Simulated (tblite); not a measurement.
# Geometry relaxation of GeBPH5 (part 3 of 3)

Continued. System: GeBPH5, multiplicity 2, SMILES [BH][PH][GeH3]. Method: GFN1-xTB, U-SCC (tblite 0.8.0). The geometry comes from this level: GFN2-xTB.

Geometry of the input (Å):
```
B  -1.1842  0.3185  -1.6625
P  -0.2311  1.1142  -0.3937
Ge 0.3336  -0.5156  1.1217
H  -1.3879  0.4318  -2.7946
H  1.0700  1.3542  -0.8510
H  1.4058  -0.0169  2.0505
H  0.8463  -1.8172  0.5593
H  -0.8525  -0.8690  1.9703
```

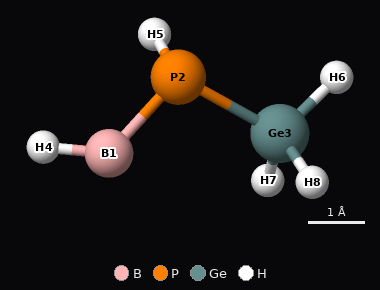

*The geometry at step 71 of the log (ball-and-stick view, seen at a tilt; atoms are numbered from 1 in the order of the input).*

### Trajectory as extended XYZ, continued
```
8
Properties=species:S:1:pos:R:3:forces:R:3 step=56 energy=-225.98559
B    -1.2311    0.2289   -1.6178   -0.0015   0.0011  -0.0006
P    -0.2112    1.1118   -0.3376    0.0011  -0.0012   0.0027
Ge    0.3453   -0.5166    1.1338    0.0005   0.0004  -0.0026
H    -1.3008    0.5076   -2.7754   -0.0005  -0.0004   0.0014
H     1.0188    1.3433   -0.9608    0.0009   0.0013  -0.0010
H     1.3920   -0.0307    2.0676    0.0003   0.0011  -0.0007
H     0.8446   -1.7922    0.5551    0.0016  -0.0023   0.0032
H    -0.8577   -0.8521    1.9352   -0.0023  -0.0001  -0.0024
8
Properties=species:S:1:pos:R:3:forces:R:3 step=57 energy=-225.98559
B    -1.2311    0.2290   -1.6177   -0.0020   0.0008  -0.0022
P    -0.2112    1.1119   -0.3377    0.0018  -0.0020   0.0048
Ge    0.3454   -0.5166    1.1338    0.0000   0.0013  -0.0043
H    -1.3009    0.5076   -2.7753   -0.0006  -0.0006   0.0018
H     1.0189    1.3433   -0.9607    0.0012   0.0014  -0.0014
H     1.3920   -0.0306    2.0675    0.0007   0.0013   0.0001
H     0.8447   -1.7923    0.5552    0.0015  -0.0021   0.0030
H    -0.8577   -0.8522    1.9350   -0.0025  -0.0001  -0.0019
8
Properties=species:S:1:pos:R:3:forces:R:3 step=59 energy=-225.98560
B    -1.2316    0.2296   -1.6171   -0.0030   0.0000  -0.0057
P    -0.2105    1.1121   -0.3380    0.0035  -0.0038   0.0096
Ge    0.3455   -0.5167    1.1338   -0.0016   0.0031  -0.0081
H    -1.3017    0.5076   -2.7748   -0.0009  -0.0009   0.0028
H     1.0195    1.3426   -0.9612    0.0017   0.0016  -0.0024
H     1.3913   -0.0301    2.0679    0.0016   0.0016   0.0020
H     0.8458   -1.7923    0.5557    0.0014  -0.0015   0.0024
H    -0.8583   -0.8526    1.9337   -0.0028  -0.0001  -0.0006
8
Properties=species:S:1:pos:R:3:forces:R:3 step=61 energy=-225.98562
B    -1.2337    0.2316   -1.6147   -0.0043  -0.0010  -0.0107
P    -0.2076    1.1125   -0.3389    0.0061  -0.0065   0.0161
Ge    0.3461   -0.5167    1.1336   -0.0043   0.0054  -0.0132
H    -1.3052    0.5078   -2.7728   -0.0012  -0.0011   0.0039
H     1.0222    1.3394   -0.9640    0.0023   0.0018  -0.0039
H     1.3880   -0.0289    2.0712    0.0030   0.0022   0.0050
H     0.8504   -1.7914    0.5571    0.0009  -0.0004   0.0014
H    -0.8604   -0.8544    1.9285   -0.0024  -0.0003   0.0014
8
Properties=species:S:1:pos:R:3:forces:R:3 step=62 energy=-225.98565
B    -1.2363    0.2342   -1.6116   -0.0046  -0.0016  -0.0137
P    -0.2035    1.1131   -0.3402    0.0076  -0.0082   0.0193
Ge    0.3469   -0.5165    1.1335   -0.0063   0.0065  -0.0158
H    -1.3100    0.5081   -2.7701   -0.0015  -0.0010   0.0045
H     1.0258    1.3350   -0.9679    0.0024   0.0017  -0.0048
H     1.3836   -0.0273    2.0760    0.0034   0.0025   0.0067
H     0.8567   -1.7898    0.5585    0.0003   0.0007   0.0009
H    -0.8632   -0.8568    1.9218   -0.0013  -0.0006   0.0028
8
Properties=species:S:1:pos:R:3:forces:R:3 step=64 energy=-225.98569
B    -1.2440    0.2415   -1.6026   -0.0022  -0.0009  -0.0112
P    -0.1908    1.1142   -0.3436    0.0064  -0.0069   0.0130
Ge    0.3494   -0.5155    1.1328   -0.0063   0.0044  -0.0102
H    -1.3249    0.5097   -2.7619   -0.0012   0.0007   0.0031
H     1.0364    1.3213   -0.9805    0.0007   0.0008  -0.0043
H     1.3696   -0.0234    2.0921    0.0007   0.0019   0.0046
H     0.8754   -1.7841    0.5620   -0.0009   0.0017   0.0009
H    -0.8710   -0.8635    1.9018    0.0027  -0.0017   0.0041
8
Properties=species:S:1:pos:R:3:forces:R:3 step=65 energy=-225.98570
B    -1.2450    0.2425   -1.6014   -0.0008  -0.0005  -0.0043
P    -0.1886    1.1140   -0.3441    0.0022  -0.0016   0.0034
Ge    0.3499   -0.5152    1.1327   -0.0023   0.0011  -0.0028
H    -1.3275    0.5101   -2.7605   -0.0007   0.0019   0.0001
H     1.0378    1.3189   -0.9831    0.0008   0.0005  -0.0029
H     1.3670   -0.0233    2.0955   -0.0004   0.0020   0.0016
H     0.8784   -1.7827    0.5622   -0.0001  -0.0009   0.0009
H    -0.8720   -0.8644    1.8987    0.0010  -0.0026   0.0040
8
Properties=species:S:1:pos:R:3:forces:R:3 step=67 energy=-225.98570
B    -1.2443    0.2416   -1.6025    0.0006   0.0005   0.0000
P    -0.1898    1.1138   -0.3437    0.0000   0.0000  -0.0017
Ge    0.3496   -0.5151    1.1328   -0.0001  -0.0010   0.0007
H    -1.3261    0.5101   -2.7614   -0.0004   0.0023  -0.0010
H     1.0368    1.3201   -0.9821    0.0001   0.0001  -0.0015
H     1.3683   -0.0238    2.0943   -0.0013   0.0017  -0.0004
H     0.8766   -1.7829    0.5615    0.0001  -0.0014   0.0015
H    -0.8711   -0.8638    1.9011    0.0009  -0.0022   0.0025
8
Properties=species:S:1:pos:R:3:forces:R:3 step=68 energy=-225.98571
B    -1.2440    0.2413   -1.6030    0.0009   0.0008   0.0005
P    -0.1902    1.1138   -0.3435   -0.0003  -0.0001  -0.0026
Ge    0.3494   -0.5152    1.1328    0.0002  -0.0014   0.0015
H    -1.3256    0.5101   -2.7618   -0.0003   0.0022  -0.0009
H     1.0364    1.3207   -0.9817   -0.0003  -0.0001  -0.0011
H     1.3688   -0.0239    2.0938   -0.0018   0.0013  -0.0010
H     0.8758   -1.7832    0.5614   -0.0001  -0.0009   0.0018
H    -0.8708   -0.8636    1.9020    0.0016  -0.0018   0.0017
8
Properties=species:S:1:pos:R:3:forces:R:3 step=70 energy=-225.98571
B    -1.2436    0.2411   -1.6035    0.0011   0.0015   0.0008
P    -0.1905    1.1136   -0.3435   -0.0006  -0.0008  -0.0038
Ge    0.3493   -0.5154    1.1328    0.0007  -0.0016   0.0032
H    -1.3252    0.5105   -2.7622   -0.0001   0.0020  -0.0003
H     1.0361    1.3215   -0.9815   -0.0014  -0.0010   0.0003
H     1.3692   -0.0237    2.0932   -0.0025   0.0002  -0.0020
H     0.8752   -1.7838    0.5616   -0.0003   0.0005   0.0022
H    -0.8704   -0.8637    1.9031    0.0030  -0.0007  -0.0004
8
Properties=species:S:1:pos:R:3:forces:R:3 step=71 energy=-225.98571
B    -1.2438    0.2414   -1.6034    0.0007   0.0015   0.0002
P    -0.1900    1.1135   -0.3438   -0.0008  -0.0014  -0.0037
Ge    0.3493   -0.5155    1.1328    0.0011  -0.0013   0.0038
H    -1.3259    0.5110   -2.7620    0.0001   0.0019   0.0000
H     1.0366    1.3211   -0.9823   -0.0018  -0.0017   0.0014
H     1.3684   -0.0232    2.0937   -0.0022  -0.0004  -0.0021
H     0.8759   -1.7839    0.5622   -0.0002   0.0012   0.0020
H    -0.8705   -0.8643    1.9028    0.0032   0.0003  -0.0015
8
Properties=species:S:1:pos:R:3:forces:R:3 step=73 energy=-225.98572
B    -1.2452    0.2432   -1.6019   -0.0011   0.0003  -0.0016
P    -0.1873    1.1135   -0.3448   -0.0011  -0.0021  -0.0008
Ge    0.3496   -0.5155    1.1328    0.0013   0.0002   0.0019
H    -1.3289    0.5121   -2.7606    0.0000   0.0020  -0.0006
H     1.0386    1.3181   -0.9853   -0.0011  -0.0025   0.0022
H     1.3651   -0.0218    2.0966    0.0003  -0.0001  -0.0005
H     0.8796   -1.7831    0.5636    0.0008   0.0008   0.0008
H    -0.8714   -0.8666    1.8997    0.0008   0.0013  -0.0015
8
Properties=species:S:1:pos:R:3:forces:R:3 step=75 energy=-225.98572
B    -1.2463    0.2442   -1.6009   -0.0017  -0.0005  -0.0019
P    -0.1859    1.1135   -0.3453   -0.0012  -0.0018   0.0011
Ge    0.3499   -0.5153    1.1328    0.0007   0.0005  -0.0004
H    -1.3305    0.5125   -2.7596   -0.0002   0.0022  -0.0015
H     1.0398    1.3160   -0.9869    0.0002  -0.0020   0.0015
H     1.3632   -0.0212    2.0985    0.0021   0.0011   0.0010
H     0.8819   -1.7821    0.5641    0.0014  -0.0003   0.0002
H    -0.8721   -0.8676    1.8973   -0.0012   0.0009   0.0000
8
Properties=species:S:1:pos:R:3:forces:R:3 step=76 energy=-225.98572
B    -1.2467    0.2447   -1.6005   -0.0018  -0.0008  -0.0018
P    -0.1853    1.1135   -0.3456   -0.0013  -0.0016   0.0016
Ge    0.3500   -0.5152    1.1329    0.0002   0.0003  -0.0014
H    -1.3312    0.5128   -2.7592   -0.0003   0.0023  -0.0018
H     1.0402    1.3150   -0.9875    0.0007  -0.0017   0.0010
H     1.3625   -0.0210    2.0993    0.0027   0.0016   0.0016
H     0.8829   -1.7818    0.5643    0.0016  -0.0007   0.0001
H    -0.8724   -0.8680    1.8963   -0.0019   0.0006   0.0007
8
Properties=species:S:1:pos:R:3:forces:R:3 step=78 energy=-225.98573
B    -1.2483    0.2460   -1.5998   -0.0016  -0.0014  -0.0013
P    -0.1836    1.1130   -0.3464   -0.0016  -0.0010   0.0026
Ge    0.3506   -0.5151    1.1331   -0.0015  -0.0005  -0.0039
H    -1.3335    0.5142   -2.7584   -0.0005   0.0025  -0.0024
H     1.0417    1.3118   -0.9894    0.0019  -0.0010  -0.0001
H     1.3601   -0.0199    2.1018    0.0042   0.0025   0.0028
H     0.8862   -1.7807    0.5653    0.0022  -0.0013   0.0000
H    -0.8731   -0.8694    1.8936   -0.0032   0.0002   0.0022
8
Properties=species:S:1:pos:R:3:forces:R:3 step=79 energy=-225.98573
B    -1.2498    0.2473   -1.5994   -0.0012  -0.0017  -0.0007
P    -0.1821    1.1123   -0.3472   -0.0018  -0.0004   0.0030
Ge    0.3511   -0.5150    1.1334   -0.0029  -0.0013  -0.0054
H    -1.3357    0.5160   -2.7578   -0.0006   0.0025  -0.0027
H     1.0430    1.3087   -0.9911    0.0026  -0.0004  -0.0009
H     1.3580   -0.0185    2.1042    0.0049   0.0028   0.0033
H     0.8893   -1.7800    0.5666    0.0028  -0.0014   0.0001
H    -0.8738   -0.8709    1.8913   -0.0038   0.0000   0.0032
8
Properties=species:S:1:pos:R:3:forces:R:3 step=81 energy=-225.98575
B    -1.2545    0.2513   -1.5996    0.0007  -0.0018   0.0007
P    -0.1782    1.1088   -0.3500   -0.0017   0.0010   0.0024
Ge    0.3527   -0.5153    1.1347   -0.0055  -0.0029  -0.0064
H    -1.3425    0.5236   -2.7571   -0.0007   0.0016  -0.0015
H     1.0467    1.2992   -0.9961    0.0029   0.0005  -0.0020
H     1.3519   -0.0134    2.1106    0.0039   0.0012   0.0018
H     0.8989   -1.7786    0.5716    0.0043  -0.0002   0.0006
H    -0.8750   -0.8756    1.8859   -0.0040   0.0006   0.0045
8
Properties=species:S:1:pos:R:3:forces:R:3 step=82 energy=-225.98575
B    -1.2548    0.2515   -1.6007    0.0009  -0.0015   0.0003
P    -0.1785    1.1078   -0.3503   -0.0010   0.0013   0.0016
Ge    0.3528   -0.5157    1.1350   -0.0047  -0.0023  -0.0046
H    -1.3427    0.5253   -2.7578   -0.0006   0.0011  -0.0005
H     1.0466    1.2987   -0.9960    0.0019   0.0002  -0.0014
H     1.3520   -0.0124    2.1104    0.0022  -0.0002   0.0002
H     0.8993   -1.7792    0.5727    0.0044   0.0003   0.0006
H    -0.8746   -0.8760    1.8867   -0.0032   0.0011   0.0038
8
Properties=species:S:1:pos:R:3:forces:R:3 step=84 energy=-225.98576
B    -1.2533    0.2499   -1.6026    0.0010  -0.0004  -0.0002
P    -0.1809    1.1074   -0.3496    0.0001   0.0008  -0.0003
Ge    0.3522   -0.5162    1.1349   -0.0015  -0.0004   0.0003
H    -1.3402    0.5253   -2.7596   -0.0002   0.0004   0.0008
H     1.0448    1.3019   -0.9935   -0.0006  -0.0007   0.0003
H     1.3549   -0.0130    2.1072   -0.0014  -0.0024  -0.0027
H     0.8960   -1.7809    0.5724    0.0033   0.0011   0.0006
H    -0.8735   -0.8745    1.8908   -0.0008   0.0017   0.0013
8
Properties=species:S:1:pos:R:3:forces:R:3 step=85 energy=-225.98576
B    -1.2528    0.2495   -1.6028    0.0010  -0.0001  -0.0001
P    -0.1813    1.1076   -0.3494    0.0002   0.0004  -0.0006
Ge    0.3520   -0.5162    1.1348   -0.0007  -0.0001   0.0009
H    -1.3396    0.5249   -2.7598   -0.0001   0.0004   0.0008
H     1.0444    1.3028   -0.9930   -0.0009  -0.0008   0.0005
H     1.3556   -0.0134    2.1065   -0.0019  -0.0024  -0.0029
H     0.8952   -1.7811    0.5721    0.0026   0.0011   0.0006
H    -0.8734   -0.8740    1.8915   -0.0002   0.0015   0.0008
8
Properties=species:S:1:pos:R:3:forces:R:3 step=87 energy=-225.98576
B    -1.2529    0.2495   -1.6027    0.0004   0.0004   0.0003
P    -0.1811    1.1076   -0.3495   -0.0001  -0.0005  -0.0008
Ge    0.3517   -0.5163    1.1347    0.0008   0.0002   0.0011
H    -1.3400    0.5252   -2.7596    0.0001   0.0001   0.0002
H     1.0446    1.3022   -0.9933   -0.0007  -0.0005   0.0005
H     1.3551   -0.0136    2.1066   -0.0013  -0.0009  -0.0014
H     0.8963   -1.7808    0.5723    0.0002   0.0007   0.0003
H    -0.8737   -0.8740    1.8914    0.0005   0.0004  -0.0003
```

### Key numbers

```tsv
quantity	value
outcome	converged
total energy	−8.304824 hartree
basis functions	32
largest force	0.002 eV/Å
dipole moment	1.27 D
hardware	1 thread of Intel Xeon @ 2.50GHz (Skylake/Cascade Lake), 189 GiB of memory available, shared host
wall time	7.9 s (CPU time 3.6 s; the host was busy)
peak memory	0.084 GiB
```
